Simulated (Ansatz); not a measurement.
# SiH₄S + HBr: a complex and its separated parts, part 2 of 2

Ansatz 0.2.0, Gaussian basis.

## (14) wB97X-V/def2-TZVPP

The inputs:

parta/in.yaml

```yaml
crystal:
  periodic: [false, false, false]
  atoms:
    - {symbol: Si, position_ang: [-0.319601, -1.130398, 0.008545]}
    - {symbol: S, position_ang: [1.404570, 0.074156, 0.387618]}
    - {symbol: H, position_ang: [-0.146683, -1.618017, -1.380522]}
    - {symbol: H, position_ang: [-0.398780, -2.281580, 0.943101]}
    - {symbol: H, position_ang: [-1.572106, -0.340164, 0.116139]}
    - {symbol: H, position_ang: [1.043244, 0.392689, 1.642052]}
basis:
  gaussian: {orbitals: def2-TZVPP}
hamiltonian: {xc: {name: wB97X-V}}
```

partb/in.yaml

```yaml
crystal:
  periodic: [false, false, false]
  atoms:
    - {symbol: H, position_ang: [0.382057, 1.927045, -0.576996]}
    - {symbol: Br, position_ang: [-0.392599, 2.976269, -1.139838]}
basis:
  gaussian: {orbitals: def2-TZVPP}
hamiltonian: {xc: {name: wB97X-V}}
```

One command serves all of them, each in its own folder.

Started as:

```console
$ ansatz run in.yaml --threads 4 --pin off --events-out ev --progress --plain --max-ram 9574MiB
```

Output in parta, shortened:

```text
Functional definition: wB97X-V
  name "wB97X-V"
  cite "Mardirossian & Head-Gordon, Phys. Chem. Chem. Phys. 16, 9904 (2014) doi:10.1039/C3CP54374A"
  cite "Becke, J. Chem. Phys. 107, 8554 (1997) doi:10.1063/1.475007"
  cite "Vydrov & Van Voorhis, J. Chem. Phys. 133, 244103 (2010) doi:10.1063/1.3521275"
[...]
      + integral(e_c_pw_opposite_spin*poly(b97_u_opposite, cos0, cos1)) + vv10(b, c)
818 factors; their error is unknown
181 factors; integrals over basis functions are off by at most 1.0e-5 eV
[...]
mean field -18776.45182961 eV, -690.0218776021 hartree, gradient 7.2e-5 eV, S^2 0.000000; 0 other end points of the search recorded, 0 dependent functions left out
reference -18776.45182782 eV, -690.0218775364 hartree; 17, 17 occupied and 123, 123 virtual orbitals, 818 factors
Total energy: -18776.45182782 eV, -690.0218775364 hartree
```

Output in partb, shortened:

```text
[... 5 set-up lines as earlier in the session ...]
[...]
      + integral(e_c_pw_opposite_spin*poly(b97_u_opposite, cos0, cos1)) + vv10(b, c)
472 factors; their error is unknown
72 factors; integrals over basis functions are off by at most 1.1e-4 eV
[...]
mean field -70056.29632887 eV, -2574.5214042229 hartree, gradient 1.2e-5 eV, S^2 0.000000; 0 other end points of the search recorded, 0 dependent functions left out
reference -70056.29632781 eV, -2574.5214041838 hartree; 18, 18 occupied and 44, 44 virtual orbitals, 472 factors
Total energy: -70056.29632781 eV, -2574.5214041838 hartree
```

They took 2.2 s (parta), 0.6 s (partb) on 4 threads of Arm Neoverse V1, shared host.

## (15) wB97M-V/def2-TZVPP

The same edit goes into each in.yaml of step 14 (parta, partb):

```diff
-hamiltonian: {xc: {name: wB97X-V}}
+hamiltonian: {xc: {name: wB97M-V}}
```

Each run has its own folder and the same command.

Started as:

```console
$ ansatz run in.yaml --threads 4 --pin off --events-out ev --progress --plain --max-ram 9574MiB
```

Log of parta, shortened:

```text
Functional definition: wB97M-V
  name "wB97M-V"
  cite "Mardirossian & Head-Gordon, J. Chem. Phys. 144, 214110 (2016) doi:10.1063/1.4952647"
[... 2 set-up lines as earlier in the session ...]
  # Of w^i u^j: cxij and so on, Table III.
[...]
  gx(w, u) = 1 - cx + cx01*u + cx10*w
[...]
      + integral(e_c_pw_mod_opposite_spin*gos(b97_w_opposite, b97_u_opposite)) + vv10(b, c)
818 factors; their error is unknown
181 factors; integrals over basis functions are off by at most 1.0e-5 eV
[...]
mean field -18777.78522266 eV, -690.0708788928 hartree, gradient 6.7e-5 eV, S^2 0.000000; 0 other end points of the search recorded, 0 dependent functions left out
reference -18777.78526614 eV, -690.0708804907 hartree; 17, 17 occupied and 123, 123 virtual orbitals, 818 factors
Total energy: -18777.78526614 eV, -690.0708804907 hartree
```

Output in partb, shortened:

```text
[... 5 set-up lines as earlier in the session ...]
  # Of w^i u^j: cxij and so on, Table III.
[...]
  gx(w, u) = 1 - cx + cx01*u + cx10*w
[...]
      + integral(e_c_pw_mod_opposite_spin*gos(b97_w_opposite, b97_u_opposite)) + vv10(b, c)
467 factors; their error is unknown
72 factors; integrals over basis functions are off by at most 1.1e-4 eV
[...]
mean field -70058.67557785 eV, -2574.6088400102 hartree, gradient 8.6e-6 eV, S^2 0.000000; 0 other end points of the search recorded, 0 dependent functions left out
reference -70058.67560366 eV, -2574.6088409585 hartree; 18, 18 occupied and 44, 44 virtual orbitals, 467 factors
Total energy: -70058.67560366 eV, -2574.6088409585 hartree
```

Wall times: 2.5 s (parta), 0.7 s (partb) on 4 threads of Arm Neoverse V1, shared host.

## (16) B2PLYP/def2-TZVPP

The same edit goes into each in.yaml of step 15 (parta, partb):

```diff
-hamiltonian: {xc: {name: wB97M-V}}
+hamiltonian: {xc: {name: B2PLYP}}
```

One command serves all of them, each in its own folder.

Started as:

```console
$ ansatz run in.yaml --threads 4 --pin off --events-out ev --progress --plain --max-ram 9574MiB
```

Log of parta, shortened:

```text
Functional definition: B2PLYP
  name "B2PLYP"
  cite "Grimme, J. Chem. Phys. 124, 034108 (2006) doi:10.1063/1.2148954"
[... 2 set-up lines as earlier in the session ...]
[...]
780 factors; integrals over basis functions are off by at most 1.0e-3 eV
[...]
mean field -18769.64801660 eV, -689.7718420855 hartree, gradient 7.3e-6 eV, S^2 0.000000; 0 other end points of the search recorded, 0 dependent functions left out
10 core orbitals not correlated: weight in the atoms' cores, before any rotation towards them, 1.000 or more for the frozen orbitals, at most 0.000 for the correlated occupied ones
reference -18769.64815878 eV, -689.7718473107 hartree; 7, 7 occupied and 123, 123 virtual orbitals, 780 factors
second order -10.43953574 eV of doubles, -0.00000000 eV of singles
Total energy: -18772.46683343 eV, -689.8754316935 hartree
```

partb printed, shortened:

```text
[... 5 set-up lines as earlier in the session ...]
[...]
399 factors; integrals over basis functions are off by at most 1.5e-3 eV
[...]
mean field -70049.78224930 eV, -2574.2820162140 hartree, gradient 1.6e-6 eV, S^2 0.000000; 0 other end points of the search recorded, 0 dependent functions left out
9 core orbitals not correlated: weight in the atoms' cores, before any rotation towards them, 1.000 or more for the frozen orbitals, at most 0.000 for the correlated occupied ones
reference -70049.78235004 eV, -2574.2820199160 hartree; 9, 9 occupied and 44, 44 virtual orbitals, 399 factors
second order -9.24618001 eV of doubles, -0.00000000 eV of singles
Total energy: -70052.27881864 eV, -2574.3737634449 hartree
```

They took 1.2 s (parta), 0.4 s (partb) on 4 threads of Arm Neoverse V1, shared host.

## (17) PBE-QIDH/def2-TZVPP

Each input of step 16 (parta, partb) changes in the same lines:

```diff
-hamiltonian: {xc: {name: B2PLYP}}
+hamiltonian: {xc: {name: PBE-QIDH}}
```

The same command starts each run, in its folder.

Started as:

```console
$ ansatz run in.yaml --threads 4 --pin off --events-out ev --progress --plain --max-ram 9574MiB
```

Log of parta, shortened:

```text
Functional definition: PBE-QIDH
  name "PBE-QIDH"
  cite "Brémond, Sancho-García, Pérez-Jiménez & Adamo, J. Chem. Phys. 141, 031101 (2014) doi:10.1063/1.4890314"
[... 1 set-up line as earlier in the session ...]
[...]
780 factors; integrals over basis functions are off by at most 1.0e-3 eV
[...]
mean field -18764.28093122 eV, -689.5746053360 hartree, gradient 3.0e-6 eV, S^2 0.000000; 0 other end points of the search recorded, 0 dependent functions left out
10 core orbitals not correlated: weight in the atoms' cores, before any rotation towards them, 1.000 or more for the frozen orbitals, at most 0.000 for the correlated occupied ones
reference -18764.28094195 eV, -689.5746057304 hartree; 7, 7 occupied and 123, 123 virtual orbitals, 780 factors
second order -9.67435900 eV of doubles, -0.00000000 eV of singles
Total energy: -18767.50572829 eV, -689.6931144423 hartree
```

partb printed, shortened:

```text
[... 4 set-up lines as earlier in the session ...]
[...]
399 factors; integrals over basis functions are off by at most 1.5e-3 eV
[...]
mean field -70043.31098116 eV, -2574.0442014963 hartree, gradient 9.1e-7 eV, S^2 0.000000; 0 other end points of the search recorded, 0 dependent functions left out
9 core orbitals not correlated: weight in the atoms' cores, before any rotation towards them, 1.000 or more for the frozen orbitals, at most 0.000 for the correlated occupied ones
reference -70043.31098828 eV, -2574.0442017580 hartree; 9, 9 occupied and 44, 44 virtual orbitals, 399 factors
second order -8.68131189 eV of doubles, -0.00000000 eV of singles
Total energy: -70046.20475891 eV, -2574.1505458672 hartree
```

They took 1.2 s (parta), 0.4 s (partb) on 4 threads of Arm Neoverse V1, shared host.

## (18) RPA on PBE/def2-TZVPP

Each input of step 17 (parta, partb) changes in the same lines:

```diff
-hamiltonian: {xc: {name: PBE-QIDH}}
+hamiltonian: {xc: pbe}
+correlation: {method: rpa}
```

One command serves all of them, each in its own folder.

Started as:

```console
$ ansatz run in.yaml --threads 4 --pin off --events-out ev --progress --plain --max-ram 9574MiB
```

Output in parta, shortened:

```text
[... 4 set-up lines as earlier in the session ...]
[...]
780 factors; integrals over basis functions are off by at most 1.0e-3 eV
[...]
mean field -18770.30716862 eV, -689.7960654757 hartree, gradient 8.1e-7 eV, S^2 0.000000; 0 other end points of the search recorded, 0 dependent functions left out
10 core orbitals not correlated: weight in the atoms' cores, before any rotation towards them, 1.000 or more for the frozen orbitals, at most 0.000 for the correlated occupied ones
reference -18743.41508095 eV, -688.8077994818 hartree; 7, 7 occupied and 123, 123 virtual orbitals, 780 factors
Total energy: -18759.37476301 eV, -689.3943069798 hartree
```

partb printed, shortened:

```text
[... 4 set-up lines as earlier in the session ...]
[...]
399 factors; integrals over basis functions are off by at most 1.5e-3 eV
[...]
mean field -70052.13665460 eV, -2574.3685390130 hartree, gradient 5.2e-6 eV, S^2 0.000000; 0 other end points of the search recorded, 0 dependent functions left out
9 core orbitals not correlated: weight in the atoms' cores, before any rotation towards them, 1.000 or more for the frozen orbitals, at most 0.000 for the correlated occupied ones
reference -70014.55942099 eV, -2572.9876011484 hartree; 9, 9 occupied and 44, 44 virtual orbitals, 399 factors
Total energy: -70026.49301826 eV, -2573.4261527594 hartree
```

Times: 1.1 s (parta), 0.35 s (partb) on 4 threads of Arm Neoverse V1, shared host.

## (19) CCSD(T)/def2-TZVPP

The same edit goes into each in.yaml of step 18 (parta, partb):

```diff
-hamiltonian: {xc: pbe}
-correlation: {method: rpa}
+correlation: {method: ccsd_t}
```

Each run has its own folder and the same command.

Started as:

```console
$ ansatz run in.yaml --threads 4 --pin off --events-out ev --progress --plain --max-ram 9574MiB
```

Output in parta, shortened:

```text
Functional definition: HF
  name "HF"
  cite "Fock, Z. Phys. 61, 126 (1930) doi:10.1007/BF01340294"
[... 1 set-up line as earlier in the session ...]
[...]
780 factors; integrals over basis functions are off by at most 1.0e-3 eV
[...]
mean field -18744.24946005 eV, -688.8384623484 hartree, gradient 3.4e-6 eV, S^2 0.000000; 0 other end points of the search recorded, 0 dependent functions left out
10 core orbitals not correlated: weight in the atoms' cores, before any rotation towards them, 1.000 or more for the frozen orbitals, at most 0.000 for the correlated occupied ones
reference -18744.24946005 eV, -688.8384623484 hartree; 7, 7 occupied and 123, 123 virtual orbitals, 780 factors
second order -8.48775111 eV of doubles, -0.00000000 eV of singles
cycle   1  -9.28995724 eV  change   -8.0e-1 eV  update   6.8e-2
[...]
cycle   8  -9.61613482 eV  change   -1.2e-5 eV  update   1.6e-5
perturbative correction -0.36428896 eV, -0.0133873722 hartree
Total energy: -18754.22988383 eV, -689.2052361572 hartree
```

partb printed, shortened:

```text
[... 4 set-up lines as earlier in the session ...]
[...]
399 factors; integrals over basis functions are off by at most 1.5e-3 eV
[...]
mean field -70014.93834455 eV, -2573.0015263324 hartree, gradient 1.4e-6 eV, S^2 0.000000; 0 other end points of the search recorded, 0 dependent functions left out
9 core orbitals not correlated: weight in the atoms' cores, before any rotation towards them, 1.000 or more for the frozen orbitals, at most 0.000 for the correlated occupied ones
reference -70014.93834455 eV, -2573.0015263324 hartree; 9, 9 occupied and 44, 44 virtual orbitals, 399 factors
second order -7.83906641 eV of doubles, -0.00000000 eV of singles
cycle   1  -7.92764677 eV  change   -8.9e-2 eV  update   4.5e-2
[...]
cycle   7  -8.11358632 eV  change   -4.7e-6 eV  update   1.2e-5
perturbative correction -0.24159874 eV, -0.0088785899 hartree
Total energy: -70023.29352960 eV, -2573.3085737198 hartree
```

They took 3.3 s (parta), 0.35 s (partb) on 4 threads of Arm Neoverse V1, shared host; peak memory 0.69 GiB.

## (20) Vibrations of SiH₄S

Contents of vib-parta/in.yaml:

```yaml
crystal:
  periodic: [false, false, false]
  atoms:
    - {symbol: Si, position_ang: [-0.319601, -1.130398, 0.008545]}
    - {symbol: S, position_ang: [1.404570, 0.074156, 0.387618]}
    - {symbol: H, position_ang: [-0.146683, -1.618017, -1.380522]}
    - {symbol: H, position_ang: [-0.398780, -2.281580, 0.943101]}
    - {symbol: H, position_ang: [-1.572106, -0.340164, 0.116139]}
    - {symbol: H, position_ang: [1.043244, 0.392689, 1.642052]}
basis:
  gaussian: {orbitals: def2-TZVP}
hamiltonian: {xc: pbe0, dispersion: d4}
phonons: {temperatures: {t_min: 298.15, t_max: 900, t_step: 200}}
```

Started as:

```console
$ ansatz run in.yaml --threads 4 --pin off --events-out ev --progress --plain --max-ram 9574MiB
```

The log of the run, shortened:

```text
[... 5 set-up lines as earlier in the session ...]
[...]
715 factors; their error is unknown
[...]
mean field -18772.08544838 eV, -689.8614160515 hartree, gradient 1.7e-5 eV, S^2 0.000000; 0 other end points of the search recorded, 0 dependent functions left out
[...]
Atom 3 at    -0.398780    -2.281580     0.943101 Å, force     0.000172    -0.000009     0.000452 eV/Å
Atom 4 at    -1.572106    -0.340164     0.116139 Å, force    -0.000915    -0.000339    -0.000439 eV/Å
Atom 5 at     1.043244     0.392689     1.642052 Å, force    -0.000506    -0.000267     0.000418 eV/Å
Dipole moment:    -0.165165    -0.041541     0.136229 e Å
Vibrations: 189.63 514.85 536.01 624.66 813.08 924.16 931.11 959.68 2228.94 2232.97 2253.80 2710.03 cm⁻¹, zero-point energy 0.924857 eV
```

It took 16 s on 4 threads of Arm Neoverse V1, shared host.

The modes, with what each moves most:

| mode | wavenumber (cm⁻¹) | character |
| --- | --- | --- |
| 1 | 190 | torsion |
| 2 | 515 | Si–S stretch |
| 3 | 536 | bend |
| 4 | 625 | bend |
| 5 | 813 | bend |
| 6 | 924 | bend |
| 7 | 931 | bend |
| 8 | 960 | bend |
| 9 | 2229 | Si–H stretch |
| 10 | 2233 | Si–H stretch |
| 11 | 2254 | Si–H stretch |
| 12 | 2710 | S–H stretch |

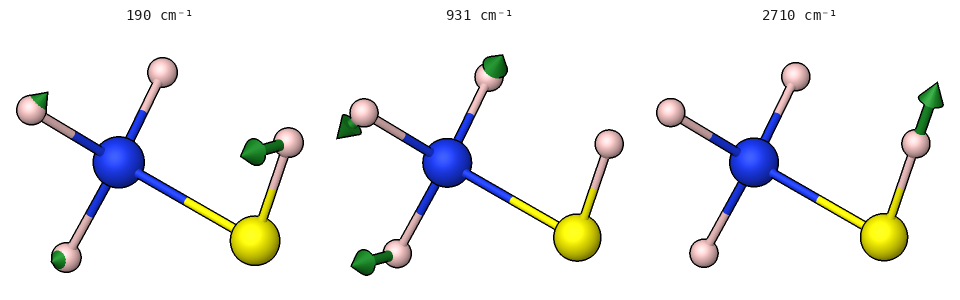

Displacements of 3 modes, as arrows.

Vibrational sums (real modes only):

| T (K) | entropy (J/mol/K) | heat capacity (J/mol/K) |
| --- | --- | --- |
| 298 | 18.4 | 30.2 |
| 498 | 38.8 | 49.4 |
| 698 | 57.6 | 62.0 |
| 898 | 74.4 | 71.0 |

## (21) Vibrations of HBr

Contents of vib-partb/in.yaml:

```yaml
crystal:
  periodic: [false, false, false]
  atoms:
    - {symbol: H, position_ang: [0.382057, 1.927045, -0.576996]}
    - {symbol: Br, position_ang: [-0.392599, 2.976269, -1.139838]}
basis:
  gaussian: {orbitals: def2-TZVP}
hamiltonian: {xc: pbe0, dispersion: d4}
phonons: {temperatures: {t_min: 298.15, t_max: 900, t_step: 200}}
```

Started as:

```console
$ ansatz run in.yaml --threads 4 --pin off --events-out ev --progress --plain --max-ram 9574MiB
```

The log of the run, shortened:

```text
[... 5 set-up lines as earlier in the session ...]
[...]
457 factors; their error is unknown
[...]
mean field -70054.57278212 eV, -2574.4580650479 hartree, gradient 2.1e-5 eV, S^2 0.000000; 0 other end points of the search recorded, 0 dependent functions left out
[...]
reference -70054.57271381 eV, -2574.4580625376 hartree; 18, 18 occupied and 36, 36 virtual orbitals, 457 factors
Total energy: -70054.57831869 eV, -2574.4582685131 hartree
Atom 0 at     0.382057     1.927045    -0.576996 Å, force     0.001014    -0.001374     0.000737 eV/Å
Atom 1 at    -0.392599     2.976269    -1.139838 Å, force    -0.001014     0.001374    -0.000737 eV/Å
Dipole moment:     0.108160    -0.146496     0.078586 e Å
Vibrations: 2667.95 cm⁻¹, zero-point energy 0.165392 eV
```

Run time: 2.1 s. Hardware: 4 threads of Arm Neoverse V1, shared host.

Wavenumbers and character of the modes:

| mode | wavenumber (cm⁻¹) | character |
| --- | --- | --- |
| 1 | 2668 | Br–H stretch |

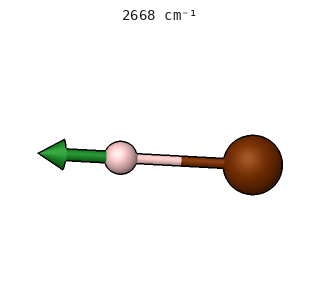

Displacements of 1 modes, as arrows.

Vibrational sums (real modes only):

| T (K) | entropy (J/mol/K) | heat capacity (J/mol/K) |
| --- | --- | --- |
| 298 | 0.0 | 0.0 |
| 498 | 0.0 | 0.2 |
| 698 | 0.2 | 1.0 |
| 898 | 0.6 | 2.2 |

## (22) Complex less separated parts

The complex's own energies come from single points at the same levels.

Rows are in def2-TZVPP; times add the 3 runs of a level on a shared host, so small differences are noise.

Differences are taken before rounding.

| method | rung | complex less parts (kcal/mol) | from CCSD(T) (kcal/mol) | time |
| --- | --- | --- | --- | --- |
| SPW92 | LDA | -7.48 | -4.70 | 1.4 s |
| PBE-D4 | GGA | -5.34 | -2.55 | 2.2 s |
| BLYP-D4 | GGA | -4.76 | -1.98 | 2.2 s |
| r2SCAN-D4 | meta-GGA | -4.17 | -1.39 | 5.3 s |
| B97M-V | meta-GGA | -3.13 | -0.34 | 9.2 s |
| PBE0-D4 | hybrid | -4.54 | -1.75 | 3.4 s |
| B3LYP-D4 | hybrid | -4.31 | -1.53 | 3 s |
| r2SCAN0-D4 | hybrid | -3.83 | -1.04 | 5.9 s |
| BHLYP-D4 | hybrid | -3.72 | -0.93 | 3.1 s |
| CAM-B3LYP-D4 | range-separated hybrid | -3.77 | -0.98 | 3.4 s |
| wB97X-V | range-separated hybrid | -3.20 | -0.42 | 8.9 s |
| wB97M-V | range-separated hybrid | -3.20 | -0.42 | 10 s |
| B2PLYP | double hybrid | -2.58 | +0.20 | 5.3 s |
| PBE-QIDH | double hybrid | -3.21 | -0.43 | 5.3 s |
| RPA on PBE | RPA | -1.71 | +1.08 | 4.6 s |
| Hartree-Fock | wavefunction | 0.98 | +3.77 |  |
| MP2 | wavefunction | -3.65 | -0.87 |  |
| CCSD | wavefunction | -2.11 | +0.68 |  |
| CCSD(T) | wavefunction | -2.78 | 0 | 64 s |

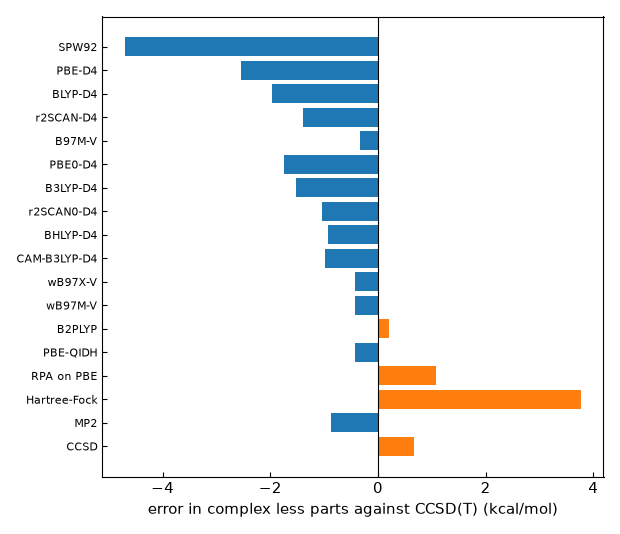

Error of each method against CCSD(T).

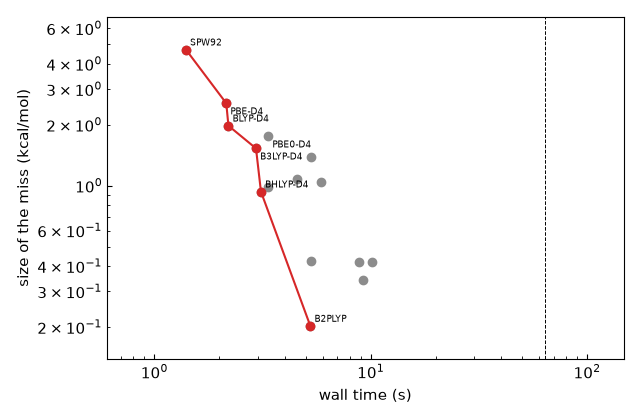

Miss against cost. Red marks the levels that no quicker level drawn beats (of those quicker than the yardstick), and the dashed line is the time of CCSD(T). Only those levels and the largest misses are named. Times are from a shared host.

B2PLYP reaches 0.20 kcal/mol from the reference in 5.3 s, where CCSD(T) took 64 s; the quickest level in the cost chart, SPW92, takes 1.4 s and misses by 4.70 kcal/mol.

The complex's zero-point energy, from a separate PBE0-D4 run, is 1.139 eV.

## (23) Summary of results

This closing draws on all 2 parts.

| quantity | value |
| --- | --- |
| complex less parts, CCSD(T)/def2-TZVPP | -2.78 kcal/mol |
| with zero-point energy | -1.66 kcal/mol |
| largest T1 diagnostic | 0.011 |

**Reading.** At CCSD(T) the complex lies 2.78 kcal/mol below its parts. B2PLYP is the best functional here (+0.20 kcal/mol from CCSD(T)); SPW92 is the worst (-4.70 kcal/mol). By rung, the mean size of the error is: LDA 4.70, GGA 2.27, meta-GGA 0.87, hybrid 1.31, range-separated hybrid 0.61, double hybrid 0.31 kcal/mol. PBE-D4 gives a relative energy 2.55 kcal/mol too low, an error of 92 % of the reference. No counterpoise was applied, and triple zeta lacks some correlation, so the CCSD(T) reference has a basis error of its own, and close matches with it are partly luck.
